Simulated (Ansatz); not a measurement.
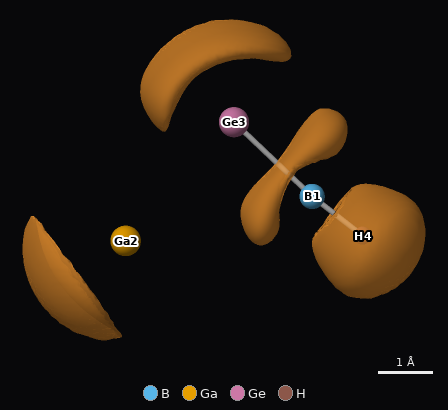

*BGaGeH (charge +1). Isosurface of the electron localisation function at 0.85 (orange), seen across its widest extent. Core shells and regions of very low density are left out.*

Geometry: r2SCAN-D4/def2-TZVP.

The calculation used isolated molecule in a Gaussian basis; Kohn-Sham density functional theory, functional PBE0 (Ansatz).

**Identify the bonds, lone pairs and shells in this picture.**

At this value the surface marks out one region around a hydrogen nucleus, one lobe of the valence shell of B pointing towards Ge (polar bonds), one lobe on Ga, pointing away from the bonds (lone pairs) and one lobe on Ge, pointing away from the bonds (lone pairs). Profiles from the grid: Ge–B (2.00 Å): the ELF peaks at about 0.95 in the valence shell of B, 0.7 Å from its nucleus, and is about 0.70 at the midpoint. Ga–Ge (2.99 Å): the ELF is about 0.65 at the midpoint.
